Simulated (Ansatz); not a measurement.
Computed with PBE (plane waves to 420 eV, PAW; Ansatz, a first-principles code).

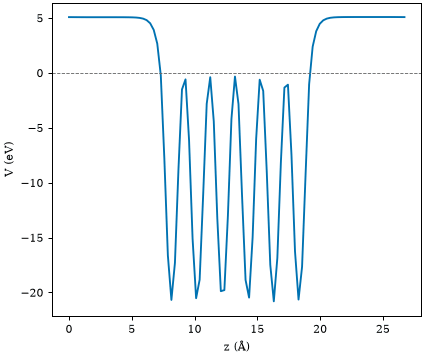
Figure: Planar average of the electrostatic potential across the slab, in eV from the Fermi level, for the (111) surface of fcc Ni, ferromagnetic, top plane shifted to the other hollow (bottom of the slab: a bare face, its two planes held)

Slab: 6 atoms, 10.7 Å thick at the start; k 17x17x1, smearing 0.1 eV, dipole-corrected; 2 atoms held, the rest relaxed; held to the start's symmetry, so lower structures may exist; spin-polarised, ending with about 3.9 μB a cell; orders that need a larger cell were not tried, no spin-orbit, no U. In PBE it lies 0.03 eV a 1x1 cell over the lowest computed structure of the same composition (clean 1x1).

The vacuum level lies 5.08 eV above the Fermi level over the top face and 5.06 eV above it under the bottom face.
